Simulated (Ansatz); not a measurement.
**BFH₃InO: a ladder of functionals and wavefunction methods**

How much do the methods differ for BFH₃InO? The plan is to run it at one geometry with functionals of several rungs and with coupled cluster. The yardstick is the atomisation energy at the CCSD(T) limit.

Computed with Ansatz 0.2.0, Gaussian basis. Level: functionals in def2-TZVPP, the program's frozen cores in correlated methods.

The runs, in order: LDA (SPW92), PBE-D4, revPBE-D4, BLYP-D4, r2SCAN-D4, B97M-V, PBE0-D4, B3LYP-D4, r2SCANh-D4, r2SCAN0-D4, HSE06-D4, BHLYP-D4, CAM-B3LYP-D4, LC-ωPBE, ωB97X-V, ωB97M-V, B2PLYP, PBE-QIDH; CCSD(T)/def2-SVP; CCSD(T)/def2-TZVPP; MP2/def2-QZVPP; extrapolation to the limit; RPA on PBE.

1 further run of the same task is left out (for a known fault of the program).

## Step 1: The geometry

All runs share one geometry, relaxed beforehand with PBE0-D4 in a triple-zeta def2 set. In takes the def2 core potential; no spin-orbit term is included.

SMILES `FB[O][InH2]`, 7 atoms, charge 0, spin multiplicity 1.

Atoms are counted from 1 here; the program's logs count them from 0.

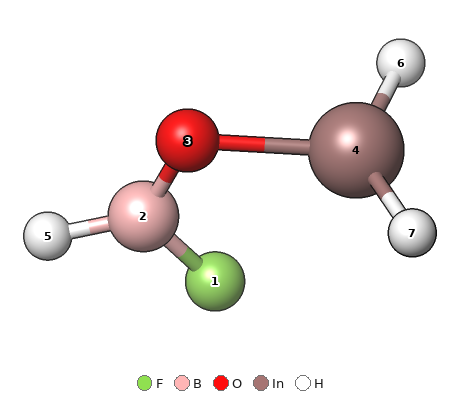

The structure; fluorine green, boron pink, oxygen red, indium brown, hydrogen white; atoms are numbered from 1 in the order of the file.

## Step 2: LDA

This LDA is Slater exchange with PW92 correlation.

The input, in.yaml:

```yaml
crystal:
  periodic: [false, false, false]
  atoms:
    - {symbol: F, position_ang: [-0.113271, -1.450357, 0.494368]}
    - {symbol: B, position_ang: [1.014683, -0.662199, 0.658436]}
    - {symbol: O, position_ang: [0.954092, 0.556624, 0.179801]}
    - {symbol: In, position_ang: [-0.910862, 0.809509, -0.671246]}
    - {symbol: H, position_ang: [1.933640, -1.176255, 1.222995]}
    - {symbol: H, position_ang: [-2.003915, 1.478630, 0.448978]}
    - {symbol: H, position_ang: [-0.874366, 0.444049, -2.333332]}
basis:
  gaussian: {orbitals: def2-TZVPP}
hamiltonian: {xc: lda}
output: {orbitals: {seedname: orbitals}}
```

Command:

```console
$ ansatz run in.yaml --threads 2 --pin off --events-out ev --progress --plain --max-ram 4352MiB
```

The runs that follow: PBE-D4 (GGA); revPBE-D4 (GGA); BLYP-D4 (GGA); r2SCAN-D4 (meta-GGA); B97M-V (meta-GGA); B3LYP-D4 (hybrid); r2SCANh-D4 (hybrid); r2SCAN0-D4 (hybrid); HSE06-D4 (hybrid); BHLYP-D4 (hybrid); CAM-B3LYP-D4 (range-separated); LC-ωPBE (range-separated); ωB97X-V (range-separated); ωB97M-V (range-separated); B2PLYP (double hybrid); PBE-QIDH (double hybrid); CCSD(T) in def2-SVP; CCSD(T) in def2-TZVPP; MP2 in def2-QZVPP; RPA on PBE orbitals.

**Question.** What will the summary of the whole plan be? Wanted: atomisation energy, CCSD(T)/CBS; farthest beyond LDA; mean size of error, GGA; mean size of error, meta-GGA; mean size of error, hybrid; mean size of error, range-separated; mean size of error, double hybrid; gap, smallest and largest; T1 diagnostic.

As calculated:

```
                               quantity                                                                           value
        atomisation energy, CCSD(T)/CBS                                                                   2416.7 kJ/mol
 functionals within 24.2 kJ/mol (1.0 %)  PBE-D4, r2SCAN-D4, B97M-V, r2SCANh-D4, CAM-B3LYP-D4, LC-ωPBE, ωB97X-V, ωB97M-V
                    farthest beyond LDA                                                        BHLYP-D4 (-101.5 kJ/mol)
                mean size of error, GGA                                                                     34.0 kJ/mol
           mean size of error, meta-GGA                                                                      9.8 kJ/mol
             mean size of error, hybrid                                                                     44.5 kJ/mol
    mean size of error, range-separated                                                                      5.0 kJ/mol
      mean size of error, double hybrid                                                                     36.4 kJ/mol
              gap, smallest and largest                                       4.83 eV (LDA (SPW92)), 11.78 eV (LC-ωPBE)
                          T1 diagnostic                                                                          0.0156
triples share of the correlation energy                                                                           3.1 %
```

In words: The LDA atomisation energy is off by 354.9 kJ/mol (15 %): it overbinds. PBE-D4 misses by +17.2 kJ/mol. Double hybrids carry the basis error of their MP2 part in triple zeta, and no dispersion term here, so their miss is partly the set-up's. The rungs range-separated, meta-GGA miss on average by less than the doubt on the reference (24.2 kJ/mol), so they tie. Misses under about 24.2 kJ/mol are within the doubt on the reference itself, which lacks core-valence correlation, spin-orbit coupling and higher excitations, and its outer-core shells are covered unevenly. All levels share the lack of spin-orbit coupling, which lowers the free heavy atoms and so the true binding. Hartree-Fock recovers 73 % of the binding; the rest is correlation. CCSD(T) in def2-SVP is off by -125.4 kJ/mol, so the small basis spoils what the method gains. The gap grows from 4.8 to 11.8 eV across the functionals, mostly with the share of exact exchange. Correlated methods include outer-core shells of In, which these sets cover unevenly.
